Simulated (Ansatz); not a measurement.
CH5Ga: geometry relaxation

CH5Ga, computed with RHF/def2-TZVP (Ansatz 0.2.0).

It belongs to a series of runs on one base structure; here: end point B relaxed. Figures and captions count atoms from 1; the log counts them from 0 in places.

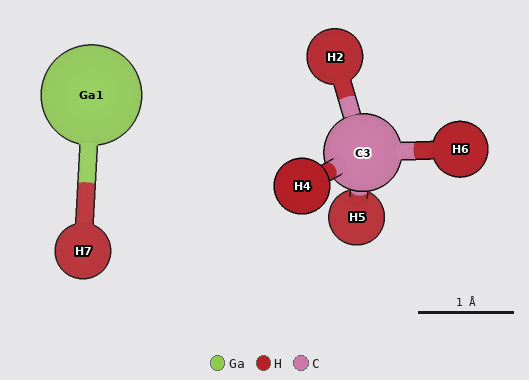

The starting structure (ball-and-stick view, seen at a tilt; atoms are numbered from 1 in the order of the input). Sticks mark near contacts.

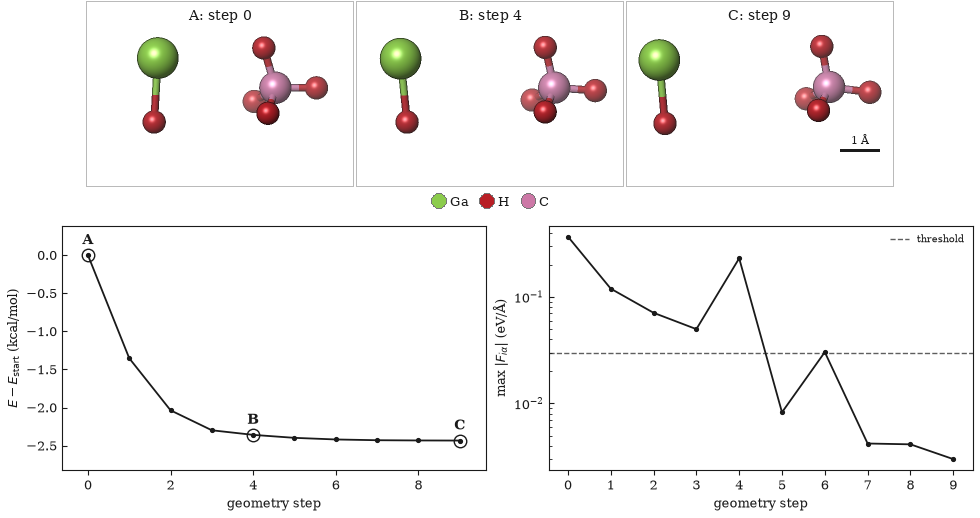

Frames of the relaxation (ball-and-stick view, seen at a tilt) above the curves, on which the letters mark them (the first geometry is step 0 here and step 1 in the log).

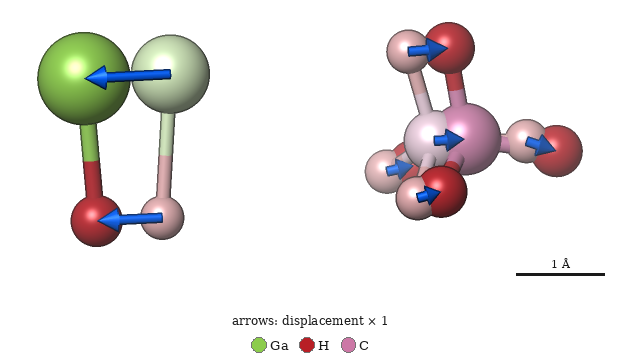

Start (faint) and end (solid) with the displacements as blue arrows, at true length (ball-and-stick view, seen at a tilt). The two geometries are laid on each other by the best rigid fit. The largest move after the best rigid fit is that of Ga1, 1.01 Å. By element the largest moves are Ga 1.01 Å, H 0.76 Å, C 0.36 Å. Among the contacts that change: H2–C3 1.096 → 1.083 Å. After 9 geometry steps the energy has fallen by 2.43 kcal/mol. The largest force component goes from 0.37 to 0.003 eV/Å. (Atoms are counted from 1 in the order of the input.)

These pictures come from the run below.

## Input
```yaml
crystal:
  periodic: [false, false, false]
  atoms:
    - { symbol: Ga, position_ang: [-1.021106, 0.045325, 0.40152] }
    - { symbol: H, position_ang: [1.563745, 0.194931, 1.392399] }
    - { symbol: C, position_ang: [2.166048, 0.044043, 0.489804] }
    - { symbol: H, position_ang: [1.990359, -0.943614, 0.083386] }
    - { symbol: H, position_ang: [1.920208, 0.788325, -0.256739] }
    - { symbol: H, position_ang: [3.210361, 0.141105, 0.757925] }
    - { symbol: H, position_ang: [-0.619514, -0.270215, -1.191094] }
basis:
  gaussian: { orbitals: def2-TZVP }
hamiltonian:
  xc: hf
relax:
  f_tol: 0.03
  max_steps: 50
```

Command:
```bash
ansatz run input.yaml --threads 2 --pin off --max-ram 3072MiB --backend cpu --events-out ev --progress --plain --runs-dir out
```

## What the program printed
```
The last accepted step is kept in [file] (removed where the run ends without a failure and the disk answers)
Engine: ansatz 0.2.0, aarch64-unknown-linux-gnu
Functional definition: HF
  exchange = exact_x
  correlation = 0
935 factors; their error is unknown
mean field evaluation 1: about -53441.0218 eV, gradient 2.3e1 eV
mean field evaluation 2: about -53442.3762 eV, gradient 8.6e0 eV
mean field evaluation 4: about -53442.5831 eV, gradient 6.7e-1 eV
mean field evaluation 8: about -53443.3979 eV, gradient 4.7e-1 eV
mean field -53443.39812550 eV, -1964.0086558759 hartree, gradient 1.0e-5 eV, S^2 0.000000; 0 other end points of the search recorded, 0 dependent functions left out
the calculation of the forces begins
reference -53443.39812550 eV, -1964.0086558759 hartree; 21, 21 occupied and 88, 88 virtual orbitals, 935 factors
relax step   1: F+E_penalty+E_count = -53443.39812550 eV  Δ(F+E_penalty+E_count) = +0.000e0 eV  max|allowed force component| = 3.675e-1 eV/Å  Δτ_max = 0.0000 Å  (32 SCF iters, accepted)
these checks for a lower state are left out or cut short: starts, cluster_reference, orbital_swaps, neighbouring_geometries, increment
935 factors; their error is unknown
mean field evaluation 16: about -53442.6426 eV, gradient 3.4e-2 eV
mean field -53443.45679101 eV, -1964.0108117937 hartree, gradient 1.1e-5 eV, S^2 0.000000; 0 other end points of the search recorded, 0 dependent functions left out
the calculation of the forces begins
reference -53443.45679101 eV, -1964.0108117937 hartree; 21, 21 occupied and 88, 88 virtual orbitals, 935 factors
relax step   2: F+E_penalty+E_count = -53443.45679101 eV  Δ(F+E_penalty+E_count) = -5.867e-2 eV  max|allowed force component| = 1.194e-1 eV/Å  Δτ_max = 0.1947 Å  (29 SCF iters, accepted)
these checks for a lower state are left out or cut short: starts, cluster_reference, orbital_swaps, neighbouring_geometries, increment
935 factors; their error is unknown
mean field -53443.48640784 eV, -1964.0119001918 hartree, gradient 1.1e-5 eV, S^2 0.000000; 0 other end points of the search recorded, 0 dependent functions left out
the calculation of the forces begins
reference -53443.48640784 eV, -1964.0119001918 hartree; 21, 21 occupied and 88, 88 virtual orbitals, 935 factors
relax step   3: F+E_penalty+E_count = -53443.48640784 eV  Δ(F+E_penalty+E_count) = -2.962e-2 eV  max|allowed force component| = 7.090e-2 eV/Å  Δτ_max = 0.2000 Å  (29 SCF iters, accepted)
these checks for a lower state are left out or cut short: starts, cluster_reference, orbital_swaps, neighbouring_geometries, increment
935 factors; their error is unknown
mean field evaluation 32: about -53443.4978 eV, gradient 1.1e-5 eV
mean field -53443.49776872 eV, -1964.0123176965 hartree, gradient 1.1e-5 eV, S^2 0.000000; 0 other end points of the search recorded, 0 dependent functions left out
the calculation of the forces begins
reference -53443.49776872 eV, -1964.0123176965 hartree; 21, 21 occupied and 88, 88 virtual orbitals, 935 factors
relax step   4: F+E_penalty+E_count = -53443.49776872 eV  Δ(F+E_penalty+E_count) = -1.136e-2 eV  max|allowed force component| = 4.982e-2 eV/Å  Δτ_max = 0.2000 Å  (30 SCF iters, accepted)
these checks for a lower state are left out or cut short: starts, cluster_reference, orbital_swaps, neighbouring_geometries, increment
935 factors; their error is unknown
mean field -53443.50037715 eV, -1964.0124135548 hartree, gradient 2.6e-5 eV, S^2 0.000000; 0 other end points of the search recorded, 0 dependent functions left out
the calculation of the forces begins
reference -53443.50037715 eV, -1964.0124135548 hartree; 21, 21 occupied and 88, 88 virtual orbitals, 935 factors
relax step   5: F+E_penalty+E_count = -53443.50037715 eV  Δ(F+E_penalty+E_count) = -2.608e-3 eV  max|allowed force component| = 2.300e-1 eV/Å  Δτ_max = 0.1180 Å  (29 SCF iters, accepted)
these checks for a lower state are left out or cut short: starts, cluster_reference, orbital_swaps, neighbouring_geometries, increment
935 factors; their error is unknown
mean field -53443.50207336 eV, -1964.0124758890 hartree, gradient 9.8e-6 eV, S^2 0.000000; 0 other end points of the search recorded, 0 dependent functions left out
the calculation of the forces begins
reference -53443.50207336 eV, -1964.0124758890 hartree; 21, 21 occupied and 88, 88 virtual orbitals, 935 factors
relax step   6: F+E_penalty+E_count = -53443.50207336 eV  Δ(F+E_penalty+E_count) = -1.696e-3 eV  max|allowed force component| = 8.263e-3 eV/Å  Δτ_max = 0.0619 Å  (29 SCF iters, accepted)
these checks for a lower state are left out or cut short: starts, cluster_reference, orbital_swaps, neighbouring_geometries, increment
935 factors; their error is unknown
mean field -53443.50299492 eV, -1964.0125097560 hartree, gradient 1.1e-5 eV, S^2 0.000000; 0 other end points of the search recorded, 0 dependent functions left out
the calculation of the forces begins
reference -53443.50299492 eV, -1964.0125097560 hartree; 21, 21 occupied and 88, 88 virtual orbitals, 935 factors
relax step   7: F+E_penalty+E_count = -53443.50299492 eV  Δ(F+E_penalty+E_count) = -9.216e-4 eV  max|allowed force component| = 3.033e-2 eV/Å  Δτ_max = 0.0966 Å  (29 SCF iters, accepted)
these checks for a lower state are left out or cut short: starts, cluster_reference, orbital_swaps, neighbouring_geometries, increment
935 factors; their error is unknown
mean field -53443.50342368 eV, -1964.0125255127 hartree, gradient 9.8e-6 eV, S^2 0.000000; 0 other end points of the search recorded, 0 dependent functions left out
the calculation of the forces begins
reference -53443.50342368 eV, -1964.0125255127 hartree; 21, 21 occupied and 88, 88 virtual orbitals, 935 factors
relax step   8: F+E_penalty+E_count = -53443.50342368 eV  Δ(F+E_penalty+E_count) = -4.288e-4 eV  max|allowed force component| = 4.211e-3 eV/Å  Δτ_max = 0.0804 Å  (29 SCF iters, accepted)
these checks for a lower state are left out or cut short: starts, cluster_reference, orbital_swaps, neighbouring_geometries, increment
935 factors; their error is unknown
mean field -53443.50355712 eV, -1964.0125304164 hartree, gradient 1.2e-5 eV, S^2 0.000000; 0 other end points of the search recorded, 0 dependent functions left out
the calculation of the forces begins
reference -53443.50355712 eV, -1964.0125304164 hartree; 21, 21 occupied and 88, 88 virtual orbitals, 935 factors
relax step   9: F+E_penalty+E_count = -53443.50355712 eV  Δ(F+E_penalty+E_count) = -1.334e-4 eV  max|allowed force component| = 4.137e-3 eV/Å  Δτ_max = 0.0595 Å  (29 SCF iters, accepted)
these checks for a lower state are left out or cut short: starts, cluster_reference, orbital_swaps, neighbouring_geometries, increment
935 factors; their error is unknown
mean field evaluation 64: about -53442.6871 eV, gradient 2.5e-3 eV
mean field -53443.50361712 eV, -1964.0125326212 hartree, gradient 1.5e-5 eV, S^2 0.000000; 0 other end points of the search recorded, 0 dependent functions left out
the calculation of the forces begins
reference -53443.50361712 eV, -1964.0125326212 hartree; 21, 21 occupied and 88, 88 virtual orbitals, 935 factors
relax step  10: F+E_penalty+E_count = -53443.50361712 eV  Δ(F+E_penalty+E_count) = -5.999e-5 eV  max|allowed force component| = 3.007e-3 eV/Å  Δτ_max = 0.0439 Å  (29 SCF iters, accepted)
935 factors; their error is unknown
mean field -53443.50361712 eV, -1964.0125326212 hartree, gradient 9.9e-6 eV, S^2 0.000000; 1 other end points of the search recorded, 0 dependent functions left out
the calculation of the forces begins
reference -53443.50361712 eV, -1964.0125326212 hartree; 21, 21 occupied and 88, 88 virtual orbitals, 935 factors
Total energy: -53443.50361712 eV, -1964.0125326212 hartree
Atom 0 at    -1.979023    -0.033839     0.101609 Å, force     0.002088    -0.000381    -0.001444 eV/Å
Atom 1 at     2.011099     0.242608     1.547575 Å, force     0.000585    -0.000368    -0.002107 eV/Å
Atom 2 at     2.505820     0.067877     0.599976 Å, force     0.001315     0.000351     0.003008 eV/Å
Atom 3 at     2.234666    -0.910109     0.222418 Å, force     0.000152    -0.000731     0.000457 eV/Å
Atom 4 at     2.205194     0.825225    -0.113165 Å, force     0.000035     0.001050    -0.000269 eV/Å
Atom 5 at     3.578113     0.113619     0.742125 Å, force    -0.002365    -0.000230    -0.000680 eV/Å
Atom 6 at    -1.345768    -0.305482    -1.423337 Å, force    -0.001810     0.000309     0.001036 eV/Å
Dipole moment:     0.003322     0.005128     0.028556 e Å
```

## Trajectory as extended XYZ (Å, eV, eV/Å), 10 frames, from step=1 to step=10
```
7
Properties=species:S:1:pos:R:3:forces:R:3 step=1 energy=-53443.39813
Ga   -1.0211    0.0453    0.4015   -0.3168  -0.0068  -0.0399
H     1.5637    0.1949    1.3924    0.3033  -0.0535  -0.3372
C     2.1660    0.0440    0.4898    0.0111   0.0664   0.3675
H     1.9904   -0.9436    0.0834    0.0009  -0.0061   0.0009
H     1.9202    0.7883   -0.2567   -0.0018   0.0071   0.0014
H     3.2104    0.1411    0.7579    0.0015  -0.0078  -0.0024
H    -0.6195   -0.2702   -1.1911    0.0018   0.0008   0.0097
7
Properties=species:S:1:pos:R:3:forces:R:3 step=2 energy=-53443.45679
Ga   -1.2108    0.0372    0.3587   -0.1194  -0.0155  -0.0779
H     1.6335    0.1982    1.4046    0.0633  -0.0135  -0.0917
C     2.2203    0.0467    0.5027   -0.0027   0.0233   0.1155
H     2.0304   -0.9396    0.0981    0.0243   0.0046   0.0131
H     1.9627    0.7917   -0.2398    0.0205   0.0012   0.0175
H     3.2666    0.1394    0.7596    0.0506  -0.0105  -0.0305
H    -0.6926   -0.2737   -1.2067   -0.0366   0.0104   0.0540
7
Properties=species:S:1:pos:R:3:forces:R:3 step=3 energy=-53443.48641
Ga   -1.4010    0.0250    0.2980   -0.0709   0.0034   0.0190
H     1.7094    0.2035    1.4268    0.0162  -0.0017  -0.0158
C     2.2932    0.0513    0.5263    0.0357   0.0066   0.0398
H     2.1000   -0.9343    0.1233   -0.0053  -0.0226  -0.0023
H     2.0342    0.7973   -0.2136   -0.0075   0.0208  -0.0106
H     3.3433    0.1394    0.7709    0.0268  -0.0008  -0.0003
H    -0.8690   -0.2824   -1.2545    0.0050  -0.0057  -0.0298
7
Properties=species:S:1:pos:R:3:forces:R:3 step=4 energy=-53443.49777
Ga   -1.5916    0.0118    0.2393   -0.0022  -0.0095  -0.0457
H     1.7981    0.2122    1.4613   -0.0050   0.0076   0.0457
C     2.3540    0.0555    0.5461   -0.0057  -0.0099  -0.0498
H     2.1341   -0.9284    0.1497    0.0184   0.0102   0.0067
H     2.0738    0.8049   -0.1842    0.0203  -0.0053   0.0079
H     3.4132    0.1328    0.7548   -0.0009  -0.0011  -0.0034
H    -0.9715   -0.2890   -1.2898   -0.0249   0.0079   0.0385
7
Properties=species:S:1:pos:R:3:forces:R:3 step=5 energy=-53443.50038
Ga   -1.7026   -0.0009    0.2013   -0.0124   0.0014   0.0091
H     1.8490    0.2201    1.4831    0.0254  -0.0171  -0.1030
C     2.3884    0.0575    0.5543    0.1161   0.0487   0.2300
H     2.1624   -0.9247    0.1655   -0.0356  -0.0662  -0.0391
H     2.1102    0.8096   -0.1697   -0.0404   0.0435  -0.0577
H     3.4522    0.1283    0.7526   -0.0511  -0.0078  -0.0253
H    -1.0495   -0.2900   -1.3100   -0.0019  -0.0024  -0.0140
7
Properties=species:S:1:pos:R:3:forces:R:3 step=6 energy=-53443.50207
Ga   -1.7619   -0.0053    0.1841   -0.0041  -0.0006  -0.0014
H     1.8722    0.2223    1.4880    0.0071   0.0011   0.0062
C     2.4137    0.0597    0.5640   -0.0083  -0.0015  -0.0058
H     2.1799   -0.9224    0.1723    0.0046   0.0020   0.0009
H     2.1310    0.8120   -0.1618    0.0057  -0.0013   0.0009
H     3.4768    0.1268    0.7565    0.0006   0.0005   0.0017
H    -1.1016   -0.2932   -1.3258   -0.0056  -0.0002  -0.0026
7
Properties=species:S:1:pos:R:3:forces:R:3 step=7 energy=-53443.50300
Ga   -1.8530   -0.0148    0.1533   -0.0020   0.0004   0.0037
H     1.9170    0.2283    1.5050    0.0053   0.0018   0.0122
C     2.4474    0.0624    0.5754   -0.0216  -0.0081  -0.0303
H     2.2025   -0.9186    0.1865    0.0078   0.0131   0.0070
H     2.1604    0.8164   -0.1474    0.0089  -0.0077   0.0088
H     3.5131    0.1228    0.7548    0.0040   0.0014   0.0050
H    -1.1773   -0.2967   -1.3505   -0.0025  -0.0010  -0.0063
7
Properties=species:S:1:pos:R:3:forces:R:3 step=8 energy=-53443.50342
Ga   -1.9265   -0.0239    0.1261    0.0014  -0.0001   0.0003
H     1.9623    0.2347    1.5244    0.0012   0.0004   0.0023
C     2.4767    0.0649    0.5864   -0.0014  -0.0014  -0.0042
H     2.2201   -0.9145    0.2023    0.0018   0.0014   0.0019
H     2.1840    0.8206   -0.1319    0.0021  -0.0001   0.0016
H     3.5455    0.1186    0.7497   -0.0022   0.0001   0.0000
H    -1.2520   -0.3005   -1.3798   -0.0029  -0.0002  -0.0019
7
Properties=species:S:1:pos:R:3:forces:R:3 step=9 energy=-53443.50356
Ga   -1.9660   -0.0299    0.1094    0.0021  -0.0002  -0.0006
H     1.9930    0.2393    1.5386    0.0015  -0.0008  -0.0041
C     2.4953    0.0667    0.5945    0.0009   0.0002   0.0039
H     2.2300   -0.9119    0.2141    0.0002   0.0007   0.0012
H     2.1978    0.8235   -0.1205    0.0001   0.0003   0.0007
H     3.5664    0.1156    0.7450   -0.0025  -0.0003  -0.0008
H    -1.3065   -0.3035   -1.4038   -0.0023   0.0001  -0.0003
7
Properties=species:S:1:pos:R:3:forces:R:3 step=10 energy=-53443.50362
Ga   -1.9790   -0.0338    0.1016    0.0021  -0.0004  -0.0014
H     2.0111    0.2426    1.5476    0.0006  -0.0004  -0.0021
C     2.5058    0.0679    0.6000    0.0013   0.0004   0.0030
H     2.2347   -0.9101    0.2224    0.0002  -0.0007   0.0005
H     2.2052    0.8252   -0.1132    0.0000   0.0010  -0.0003
H     3.5781    0.1136    0.7421   -0.0024  -0.0002  -0.0007
H    -1.3458   -0.3055   -1.4233   -0.0018   0.0003   0.0010
```

## Key numbers

- outcome: converged
- total energy: −53443.5036 eV
- mean-field energy: −53443.5036 eV
- largest force (length of the vector) at the end: 0.003 eV/Å
- hardware: 2 threads of Arm Neoverse V1, 24 GiB of memory available, shared host
- wall time: 8.7 s (CPU time 16 s)
- peak memory: 0.17 GiB
